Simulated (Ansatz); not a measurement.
# Copper, beta-Sn type under PBEsol: structure, energy and stiffness, part 1 of 2

Aim: take copper in the beta-Sn type structure, relax it, solve it on a dense k-mesh, then scale the cell to 7 volumes from 88 to 112 % of the relaxed one and try a fit of the equation of state. Spin polarisation is left out. The k-meshes are 14×14×10 for the relaxation; 26×26×13 for the dense run; 18×18×9 for the volumes.

Program: Ansatz 0.2.0. Level of theory: DFT PBEsol, plane waves (420 eV) with PAW, scalar-relativistic; the PAW data stem from PBE, with regenerated cores. These are calculated values, not measurements.

## Step 1: The system as given

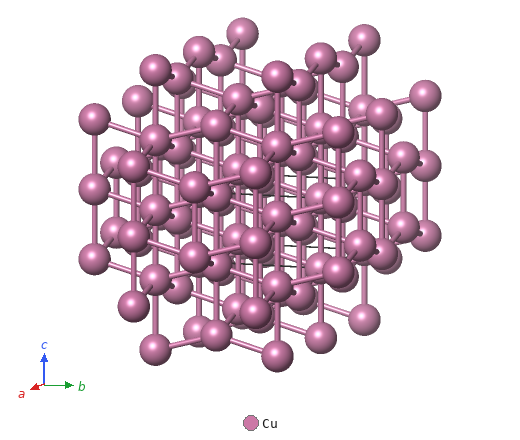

Start, viewed slightly off an axis; copper pink. 2×1×2 conventional cells are drawn; the run uses a primitive one. Any atoms on the faces are drawn again on the opposite ones, and bonded neighbours outside are added.

Structure file:

```cif
data_structure
_symmetry_space_group_name_H-M 'I4_1/amd:1'
_symmetry_Int_Tables_number 141
_cell_length_a 4.4954
_cell_length_b 4.4954
_cell_length_c 2.4545
_cell_angle_alpha 90.000
_cell_angle_beta 90.000
_cell_angle_gamma 90.000
_cell_volume 49.60
loop_
_atom_site_label
_atom_site_type_symbol
_atom_site_symmetry_multiplicity
_atom_site_Wyckoff_symbol
_atom_site_fract_x
_atom_site_fract_y
_atom_site_fract_z
_atom_site_occupancy
Cu1 Cu 4 a 0.00000 0.00000 0.00000 1
```

## Step 2: Relaxation of the cell

The input, input.yaml:

```yaml
crystal:
  lattice:
    - [-2.2477036591, 2.2477036591, 1.2272461979]
    - [2.2477036591, -2.2477036591, 1.2272461979]
    - [2.2477036591, 2.2477036591, -1.2272461979]
  atoms:
    - { symbol: Cu, position: [0.0, 0.0, 0.0] }
    - { symbol: Cu, position: [0.75, 0.25, 0.5] }
hamiltonian:
  xc: pbesol
  pseudopotentials:
    kind: paw
    azcp:
      Cu: "pseudopotentials/Cu.paw.azcp"
basis:
  ecutwfc: 420
  fft_grid_basis: typed
kpoints:
  mp_grid: { grid: [14, 14, 10], shift: [0, 0, 0] }
magnetization:
  spin_polarized: false
scf:
  occupations: { method: fermi_dirac, width: 0.1 }
relax:
  max_steps: 60
  f_tol: 0.01
  cell: {}
```

Command:

```bash
$ ansatz run input.yaml --threads 2 --pin off --max-ram 5120MiB --backend cpu --events-out ev --progress --plain --runs-dir out
```

Log:

```text
Warning: <dir> the record states the generating functional pbe (its physics header spells it `PBE`), which answers neither for hamiltonian.xc's functional nor for the pbesol family's — results may be inconsistent (PPs are generated against a specific XC)
Warning: crystal.symmetry: narrowed to the stabiliser of the k-point mesh — unitary ops 16 → 4; excluded 12 operations that carry a point of the 14×14×10 mesh (shift [0, 0, 0]) off the mesh (the run samples exactly the mesh kpoints.mp_grid names, as under crystal.symmetry.detect: false, and its converged state has the mesh's symmetry, not the crystal's; ε∞, the Born charges and the force constants of a linear response (`dielectric:` by the response, `phonons.method: dfpt`) are averaged over those of the crystal's operations that the state keeps within a tolerance, where `mesh_tensors`, `unaveraged_element` or `gamma_mean_max_change_ev_ang2` stands beside them; a row that `dielectric.field_direction` solves alone is averaged likewise, with nothing beside; a Γ-centred mesh of equal divisions is mapped onto itself by every operation and keeps the whole group, as does a half-shifted one under kpoints.further_shifts: images)
Warning: RAYON_NUM_THREADS=2 ignored (pool sized by the plan → 2); use --threads N
Engine: ansatz 0.2.0, x86_64-unknown-linux-gnu
Pseudopotentials: kind: paw
Pseudopotential: Cu, paw, valence charge 19, recommended cutoff 420 eV (normal), <dir>
Functional definition: PBEsol
  exchange = pbesol_x
  correlation = pbesol_c
Crystal: 2 atoms, lattice volume = 24.801 Å³
Basis set: ecut = 420 eV, 501 PW (Γ), exchange–correlation on 48×48×48 points (8 copies of the dense FFT grid, shifted against one another)
Bands: 23, of which v1, the nominal top of the filled ones, is band 19 counted from 1 (18 counted from 0)
Symmetry: 4 space group operations
k-points: 534 of 1960
Non-local potential: Cu, projectors of the file, l = 0: 3, l = 1: 2, l = 2: 3, l = 3: 1
PAW form: soft (Blöchl's): semilocal exchange-correlation on the pseudo side does not see the compensation charge
PAW frozen core: Cu, regenerated for the run's functional, and the local potential with it (the file was generated under x = pbe(κ = 0.804, μ = 0.2195149727645171), c = pbe(β = 0.06672455060314922))
PAW one-centre angular grid: Cu, 590 points (default); XC on 64 Gauss nodes
Initial density: superposition of atomic densities (neutral atoms: chi_scale 0, normalization atom), corrected by the library's trained network
Initial wavefunctions: pseudopotential atomic-orbital guess
Functional: x = pbesol(κ = 0.804, μ = 0.12345679012345678), c = pbesol(β = 0.046)
SCF iter   1: F=—  HF=-13176.813249 eV  |F-HF|=—  |Δ(HF+E_count)|=         —  Δρ=1.96e-2  dr2=4.86e-2  ethr=1.77e-3  ⟨swp⟩=5.5  Hψ=45832  notcnv=0
preconditioner: auto → Kerker (q_TF=auto, 2.929 Å⁻¹)  [metal: Δε(μ)=0.001 eV  Ē_g=9.999 eV  σ=0.100 eV  W_gap=0.00  n_scr=16 (ndim 8)  ℏωp=35.0 eV  f_vac=0.000  D(μ)=0.69/eV (n_scr^D=4)]
SCF iter   2: F=—  HF=-13176.803163 eV  |F-HF|=—  |Δ(HF+E_count)|=   1.01e-2  Δρ=1.99e-3  dr2=5.69e-4  ethr=1.28e-4  ⟨swp⟩=2.0  Hψ=23286  notcnv=0
SCF iter   3: F=—  HF=-13176.802687 eV  |F-HF|=—  |Δ(HF+E_count)|=   4.76e-4  Δρ=2.20e-3  dr2=7.37e-4  ethr=1.50e-6  ⟨swp⟩=2.0  Hψ=21332  notcnv=0
SCF iter   4: F=—  HF=-13176.802433 eV  |F-HF|=—  |Δ(HF+E_count)|=   2.54e-4  Δρ=2.18e-4  dr2=4.35e-6  ethr=1.50e-6  ⟨swp⟩=2.1  Hψ=16352  notcnv=0
SCF iter   5: F=—  HF=-13176.802455 eV  |F-HF|=—  |Δ(HF+E_count)|=   2.21e-5  Δρ=5.79e-5  dr2=4.23e-7  ethr=1.14e-8  ⟨swp⟩=2.1  Hψ=22576  notcnv=0
SCF iter   6: F=-13176.802455 eV  HF=-13176.802455 eV  |F-HF|=1.68e-9  |Δ(HF+E_count)|=   1.08e-9  Δρ=1.03e-5  dr2=1.35e-8  ethr=2.63e-10  ⟨swp⟩=4.4  Hψ=47086  notcnv=0
SCF 1 converged in 6 iterations: F = -13176.802455 eV  dr2 = 1.35e-8
relax step   1: F+E_penalty+E_count = -13176.80245538 eV  Δ(F+E_penalty+E_count) = +0.000e0 eV  max|allowed force component| = 1.155e-3 eV/Å  Δτ_max = 0.0000 Å  P = +0.553 GPa  Ω = 24.801 Å³  (6 SCF iters, dr2 threshold 1.00e-7 eV, accepted)
[... from here on, the SCF cycles and remarks between the steps are left out ...]
relax step   2: F+E_penalty+E_count = -13176.81380460 eV  Δ(F+E_penalty+E_count) = -1.135e-2 eV  max|allowed force component| = 3.757e-4 eV/Å  Δτ_max = 0.0000 Å  P = +0.334 GPa  Ω = 24.824 Å³  energy of the carried Pulay correction = +4.158e-8 eV  (6 SCF iters, dr2 threshold 2.00e-7 eV, accepted)
relax step   3: F+E_penalty+E_count = -13176.82087519 eV  Δ(F+E_penalty+E_count) = -7.071e-3 eV  max|allowed force component| = 5.436e-4 eV/Å  Δτ_max = 0.0001 Å  P = +0.424 GPa  Ω = 24.823 Å³  energy of the carried Pulay correction = +2.803e-5 eV  (6 SCF iters, dr2 threshold 2.00e-7 eV, accepted)
relax step   4: F+E_penalty+E_count = -13176.82166821 eV  Δ(F+E_penalty+E_count) = -7.930e-4 eV  max|allowed force component| = 4.006e-4 eV/Å  Δτ_max = 0.0000 Å  P = -0.093 GPa  Ω = 24.913 Å³  energy of the carried Pulay correction = -3.124e-5 eV  (6 SCF iters, dr2 threshold 2.00e-7 eV, accepted)
relax step   5: F+E_penalty+E_count = -13176.83051230 eV  Δ(F+E_penalty+E_count) = -8.844e-3 eV  max|allowed force component| = 5.959e-4 eV/Å  Δτ_max = 0.0001 Å  P = -1.425 GPa  Ω = 25.125 Å³  energy of the carried Pulay correction = -1.656e-4 eV  (6 SCF iters, dr2 threshold 2.00e-7 eV, accepted)
relax step   6: F+E_penalty+E_count = -13176.84181542 eV  Δ(F+E_penalty+E_count) = -1.130e-2 eV  max|allowed force component| = 3.748e-4 eV/Å  Δτ_max = 0.0000 Å  P = -3.450 GPa  Ω = 25.437 Å³  energy of the carried Pulay correction = -3.768e-4 eV  (6 SCF iters, dr2 threshold 2.00e-7 eV, accepted)
relax step   7: F+E_penalty+E_count = -13176.90372728 eV  Δ(F+E_penalty+E_count) = -6.191e-2 eV  max|allowed force component| = 1.351e-3 eV/Å  Δτ_max = 0.0001 Å  P = -1.636 GPa  Ω = 24.798 Å³  energy of the carried Pulay correction = +3.656e-5 eV  (6 SCF iters, dr2 threshold 2.00e-7 eV, accepted)
relax step   8: F+E_penalty+E_count = -13176.99915244 eV  Δ(F+E_penalty+E_count) = -9.543e-2 eV  max|allowed force component| = 8.012e-4 eV/Å  Δτ_max = 0.0003 Å  P = -1.320 GPa  Ω = 24.250 Å³  energy of the carried Pulay correction = +4.027e-4 eV  (6 SCF iters, dr2 threshold 2.00e-7 eV, accepted)
relax step   9: F+E_penalty+E_count = -13177.10441407 eV  Δ(F+E_penalty+E_count) = -1.053e-1 eV  max|allowed force component| = 1.769e-3 eV/Å  Δτ_max = 0.0002 Å  P = -1.165 GPa  Ω = 23.615 Å³  energy of the carried Pulay correction = +8.371e-4 eV  (6 SCF iters, dr2 threshold 2.00e-7 eV, accepted)
relax step  10: F+E_penalty+E_count = -13177.20190668 eV  Δ(F+E_penalty+E_count) = -9.749e-2 eV  max|allowed force component| = 5.636e-4 eV/Å  Δτ_max = 0.0001 Å  P = -4.231 GPa  Ω = 23.196 Å³  energy of the carried Pulay correction = +1.129e-3 eV  (6 SCF iters, dr2 threshold 2.00e-7 eV, accepted)
relax step  11: F+E_penalty+E_count = -13177.24643528 eV  Δ(F+E_penalty+E_count) = -4.453e-2 eV  max|allowed force component| = 5.374e-5 eV/Å  Δτ_max = 0.0009 Å  P = +1.691 GPa  Ω = 21.980 Å³  energy of the carried Pulay correction = +1.999e-3 eV  (6 SCF iters, dr2 threshold 2.00e-7 eV, accepted)
relax step  12: F+E_penalty+E_count = -13177.21512933 eV  Δ(F+E_penalty+E_count) = +3.131e-2 eV  max|allowed force component| = 2.996e-3 eV/Å  Δτ_max = 0.0006 Å  P = -5.608 GPa  Ω = 22.839 Å³  energy of the carried Pulay correction = +1.324e-3 eV  (7 SCF iters, dr2 threshold 2.00e-7 eV, rejected (line search))
relax step  13: F+E_penalty+E_count = -13177.24721058 eV  Δ(F+E_penalty+E_count) = -7.753e-4 eV  max|allowed force component| = 1.068e-3 eV/Å  Δτ_max = 0.0014 Å  P = -0.249 GPa  Ω = 22.250 Å³  energy of the carried Pulay correction = +1.786e-3 eV  (8 SCF iters, accepted)
relax step  14: F+E_penalty+E_count = -13177.24790355 eV  Δ(F+E_penalty+E_count) = -6.930e-4 eV  max|allowed force component| = 9.059e-4 eV/Å  Δτ_max = 0.0003 Å  P = -0.230 GPa  Ω = 22.224 Å³  energy of the carried Pulay correction = +1.813e-3 eV  (6 SCF iters, dr2 threshold 2.00e-7 eV, accepted)
relax step  15: F+E_penalty+E_count = -13177.24791910 eV  Δ(F+E_penalty+E_count) = -1.556e-5 eV  max|allowed force component| = 4.355e-3 eV/Å  Δτ_max = 0.0036 Å  P = -0.244 GPa  Ω = 22.228 Å³  energy of the carried Pulay correction = +1.810e-3 eV  (6 SCF iters, dr2 threshold 2.00e-7 eV, accepted)
relax step  16: F+E_penalty+E_count = -13177.24799829 eV  Δ(F+E_penalty+E_count) = -7.919e-5 eV  max|allowed force component| = 4.450e-4 eV/Å  Δτ_max = 0.0048 Å  P = +0.001 GPa  Ω = 22.195 Å³  energy of the carried Pulay correction = +1.834e-3 eV  (6 SCF iters, dr2 threshold 2.00e-7 eV, accepted)
relax step  17: F+E_penalty+E_count = -13177.24800194 eV  Δ(F+E_penalty+E_count) = -3.645e-6 eV  max|allowed force component| = 3.802e-4 eV/Å  Δτ_max = 0.0031 Å  P = -0.014 GPa  Ω = 22.194 Å³  energy of the carried Pulay correction = +1.834e-3 eV  (6 SCF iters, accepted)
relax step  18: F+E_penalty+E_count = -13177.35211674 eV  Δ(F+E_penalty+E_count) = -1.041e-1 eV  max|allowed force component| = 1.559e-5 eV/Å  Δτ_max = 0.0000 Å  P = +6.743 GPa  Ω = 22.194 Å³  stress off target by 1.83e1 GPa  SCF on the basis re-selected at this cell (its energy is not comparable with the rows above)  (6 SCF iters)
relax step  19: F+E_penalty+E_count = -13177.41951253 eV  Δ(F+E_penalty+E_count) = -6.740e-2 eV  max|allowed force component| = 8.730e-3 eV/Å  Δτ_max = 0.0053 Å  P = +1.668 GPa  Ω = 22.705 Å³  energy of the carried Pulay correction = -4.451e-4 eV  (6 SCF iters, dr2 threshold 2.00e-7 eV, accepted)
relax step  20: F+E_penalty+E_count = -13177.44464729 eV  Δ(F+E_penalty+E_count) = -2.513e-2 eV  max|allowed force component| = 2.938e-2 eV/Å  Δτ_max = 0.0494 Å  P = +1.110 GPa  Ω = 22.714 Å³  energy of the carried Pulay correction = -4.898e-4 eV  (6 SCF iters, dr2 threshold 2.00e-7 eV, accepted)
relax step  21: F+E_penalty+E_count = -13177.47297497 eV  Δ(F+E_penalty+E_count) = -2.833e-2 eV  max|allowed force component| = 3.212e-2 eV/Å  Δτ_max = 0.0698 Å  P = -1.499 GPa  Ω = 22.949 Å³  energy of the carried Pulay correction = -6.869e-4 eV  (6 SCF iters, dr2 threshold 2.00e-7 eV, accepted)
relax step  22: F+E_penalty+E_count = -13177.50260034 eV  Δ(F+E_penalty+E_count) = -2.963e-2 eV  max|allowed force component| = 3.252e-2 eV/Å  Δτ_max = 0.0647 Å  P = -0.604 GPa  Ω = 22.602 Å³  energy of the carried Pulay correction = -4.451e-4 eV  (6 SCF iters, dr2 threshold 2.00e-7 eV, accepted)
relax step  23: F+E_penalty+E_count = -13177.49480480 eV  Δ(F+E_penalty+E_count) = +7.796e-3 eV  max|allowed force component| = 4.085e-2 eV/Å  Δτ_max = 0.0472 Å  P = +2.779 GPa  Ω = 22.122 Å³  energy of the carried Pulay correction = -5.751e-5 eV  (6 SCF iters, dr2 threshold 2.00e-7 eV, rejected (line search))
relax step  24: F+E_penalty+E_count = -13177.50648835 eV  Δ(F+E_penalty+E_count) = -3.888e-3 eV  max|allowed force component| = 1.424e-3 eV/Å  Δτ_max = 0.0298 Å  P = +0.015 GPa  Ω = 22.475 Å³  energy of the carried Pulay correction = -3.442e-4 eV  (7 SCF iters, accepted)
relax step  25: F+E_penalty+E_count = -13177.50650045 eV  Δ(F+E_penalty+E_count) = -1.210e-5 eV  max|allowed force component| = 1.021e-4 eV/Å  Δτ_max = 0.0011 Å  P = +0.012 GPa  Ω = 22.478 Å³  energy of the carried Pulay correction = -3.471e-4 eV  (6 SCF iters, dr2 threshold 5.41e-8 eV, accepted)
relax step  26: F+E_penalty+E_count = -13177.52405584 eV  Δ(F+E_penalty+E_count) = -1.756e-2 eV  max|allowed force component| = 2.677e-3 eV/Å  Δτ_max = 0.0000 Å  P = +1.532 GPa  Ω = 22.478 Å³  stress off target by 4.18e0 GPa  SCF on the basis re-selected at this cell (its energy is not comparable with the rows above)  (6 SCF iters)
relax step  27: F+E_penalty+E_count = -13177.53248084 eV  Δ(F+E_penalty+E_count) = -8.425e-3 eV  max|allowed force component| = 5.717e-4 eV/Å  Δτ_max = 0.0240 Å  P = +0.039 GPa  Ω = 22.660 Å³  energy of the carried Pulay correction = -1.524e-4 eV  (6 SCF iters, dr2 threshold 2.00e-7 eV, accepted)
relax step  28: F+E_penalty+E_count = -13177.53347462 eV  Δ(F+E_penalty+E_count) = -9.938e-4 eV  max|allowed force component| = 8.293e-4 eV/Å  Δτ_max = 0.0055 Å  P = -0.011 GPa  Ω = 22.664 Å³  energy of the carried Pulay correction = -1.586e-4 eV  (6 SCF iters, dr2 threshold 2.00e-7 eV, accepted)
relax step  29: F+E_penalty+E_count = -13177.53348667 eV  Δ(F+E_penalty+E_count) = -1.206e-5 eV  max|allowed force component| = 2.580e-4 eV/Å  Δτ_max = 0.0013 Å  P = -0.000 GPa  Ω = 22.662 Å³  energy of the carried Pulay correction = -1.577e-4 eV  (6 SCF iters, dr2 threshold 2.17e-8 eV, accepted)
relax step  30: F+E_penalty+E_count = -13177.53358410 eV  Δ(F+E_penalty+E_count) = -9.743e-5 eV  max|allowed force component| = 2.285e-4 eV/Å  Δτ_max = 0.0000 Å  P = -0.013 GPa  Ω = 22.662 Å³  stress off target by 2.28e-2 GPa  SCF on the basis re-selected at this cell (its energy is not comparable with the rows above)  (6 SCF iters)
basis re-selected at this cell: Δ(F+E_penalty+E_count) = -9.743e-5 eV, ΔP = -0.012 GPa vs the last step (what re-selecting the basis moved, of the pressure what is left beyond the Pulay correction that the steps carried, after the strain that the cell walked since its last selection, with what the two solves' SCF thresholds leave and, on support functions, any second-order correction that the steps lacked; it is no measure of the basis error at this ecutwfc). The dense FFT grid was sized anew with the basis: this SCF ran on 18×18×36 points, the steps before it on 18×18×32, so part of this shift can come from that change (see relax.cell in the input reference). This SCF's stress stands 2.28e-2 GPa from its target on what of the cell is left free (relax.cell.stress_tol is 5.00e-2 GPa) and its largest allowed force component is 2.29e-4 eV/Å (relax.f_tol is 1.00e-2 eV/Å): within both
SCF converged after 6 iterations
Free energy (F): -13177.533584 eV
Harris-Foulkes:  -13177.533584 eV  (|F-HF|=0.00e0)
Internal energy: -13177.507817 eV  (E = F + TS)
E sigma→0 (E₀):  -13177.520700 eV
Entropy (-TS):   -0.025767 eV (-12.884 meV/atom)
Fermi energy:    17.446667 eV
--- Per-component energies (eV) ---
  E_band       = -692.198699
  E_kinetic    = 601.245900
  E_local      = -7946.215558  (includes V_loc(G=0)·N_el)
  E_nonlocal   = 782.133869
  E_hartree    = 3499.613430
  E_xc         = -178.780924
  E_vxc        = -231.749611  (∫ρ·V_xc dr)
  E_paw        = -3251.591634  (= ΣΔE_a)
  E_vpaw       = -896.840667  (= ΣTr[D̂ρ^β])
  E_aug_tail   = 0.000502  (compensation charges beyond the density's cutoff)
  E_ewald      = -6684.325805
  E_core_change = 0.412404  (= ΣΔE_core)
  E_smearing   = -0.025767  (= −TS)
  E_closure    = 0.000000  (closes the sum)
  Σ components = -13177.533584   (vs F -13177.533584, Δ=0.00e0)
--- Forces (eV/Å), atoms counted from 1 ---
  atom   1  Cu    -0.00022853     0.00022853     0.00000000
  atom   2  Cu     0.00022853    -0.00022853     0.00000000
  max |Σ_I F_I| component: 0.00e0 eV/Å
--- Stress (GPa, compression-positive) ---
       -0.013017      -0.006117       0.004530
       -0.006117      -0.013017       0.004530
        0.004530       0.004530      -0.011557
  P = ⅓ Tr σ = -0.0125 GPa (-0.125 kbar)
--- Relaxed structure (27 steps of the walk, 25 accepted, 3 SCFs on fresh bases) ---
  F+E_penalty+E_count = -13177.53358410 eV   max|allowed force component| = 2.285e-4 eV/Å   (the final SCF, on the basis selected at the relaxed cell)
  cell:  # Å, volume = 22.6622 Å³
    - [-1.6936631980239476, 1.3946819531360808, 1.2420562460604758]
    - [1.3946819531360808, -1.6936631980239476, 1.2420562460604758]
    - [3.169355532216828, 3.169355532216828, -1.789640943643291]
  atoms:
    - { symbol: Cu, position: [-0.04139734373558149, 0.04139734373558149, 0.0] }
    - { symbol: Cu, position: [0.7913973437355819, 0.20860265626441848, 0.5000000000000004] }
```

Wall time 96 s (2 threads of AMD EPYC 9R45 (Zen 5), shared host); peak memory 0.59 GiB.

Relaxation path:

```
step  energy change (meV/atom)  largest force (eV/Å)  pressure (GPa)  volume (Å³/atom)  accepted
   1                      0.00                0.0012            0.55            12.401       yes
   2                     -5.67                0.0004            0.33            12.412       yes
   3                     -9.21                0.0005            0.42            12.412       yes
   4                     -9.61                0.0004           -0.09            12.456       yes
   5                    -14.03                0.0006           -1.42            12.562       yes
   6                    -19.68                0.0004           -3.45            12.719       yes
   7                    -50.64                0.0014           -1.64            12.399       yes
   8                    -98.35                0.0008           -1.32            12.125       yes
   9                   -150.98                0.0018           -1.16            11.807       yes
  10                   -199.73                0.0006           -4.23            11.598       yes
  11                   -221.99                0.0001            1.69            10.990       yes
  12                   -206.34                0.0030           -5.61            11.419        no
  13                   -222.38                0.0011           -0.25            11.125       yes
  14                   -222.72                0.0009           -0.23            11.112       yes
  15                   -222.73                0.0044           -0.24            11.114       yes
  16                   -222.77                0.0004            0.00            11.098       yes
  17                   -222.77                0.0004           -0.01            11.097       yes
  18                   -274.83                0.0000            6.74            11.097       yes
  19                   -308.53                0.0087            1.67            11.352       yes
  20                   -321.10                0.0294            1.11            11.357       yes
  21                   -335.26                0.0321           -1.50            11.475       yes
  22                   -350.07                0.0325           -0.60            11.301       yes
  23                   -346.17                0.0409            2.78            11.061        no
  24                   -352.02                0.0014            0.01            11.237       yes
  25                   -352.02                0.0001            0.01            11.239       yes
  26                   -360.80                0.0027            1.53            11.239       yes
  27                   -365.01                0.0006            0.04            11.330       yes
  28                   -365.51                0.0008           -0.01            11.332       yes
  29                   -365.52                0.0003            0.00            11.331       yes
  30                   -365.56                0.0002           -0.01            11.331       yes
```

Steps that repeat a cell are solved on a basis chosen anew, so their changes of energy are no gain of the relaxation.

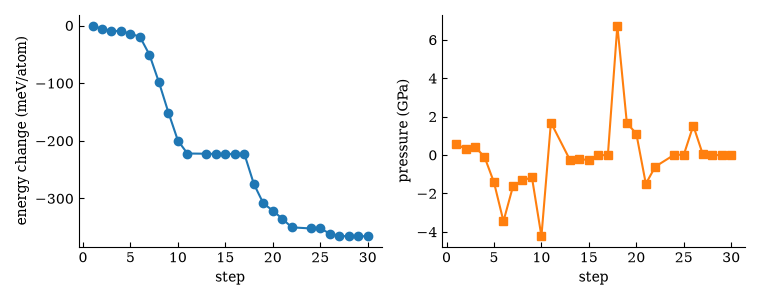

Energy and pressure over the accepted steps.

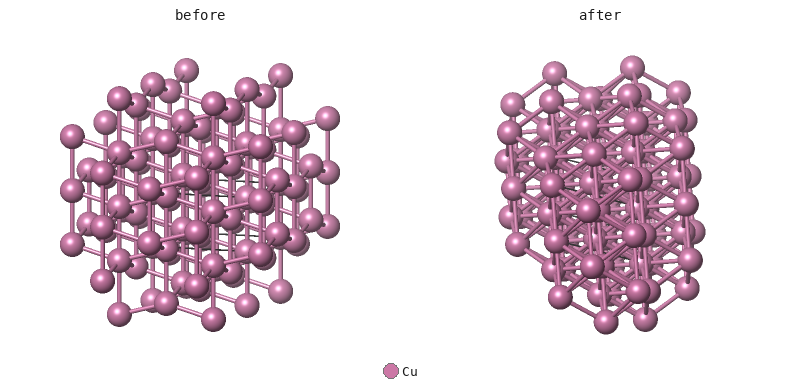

Start and end of the relaxation side by side. The cells drawn are those of the first picture.

The cell of the run, before and after:

|  | before | after | change |
| --- | --- | --- | --- |
| a (Å) | 3.407 | 2.521 | -26.0 % |
| b (Å) | 3.407 | 2.521 | -26.0 % |
| c (Å) | 3.407 | 4.826 | +41.6 % |
| α (°) | 97.45 | 105.10 | +7.8 % |
| β (°) | 97.45 | 105.10 | +7.8 % |
| γ (°) | 137.78 | 120.04 | -12.9 % |
| volume (Å³/atom) | 12.401 | 11.331 | -8.6 % |
| shortest distance (Å) | 2.330 | 2.520 | +8.1 % |
| space group (spins left aside) | I4_1/amd | P6_3/mmc | changed |

(Continued in part 2 of 2.)
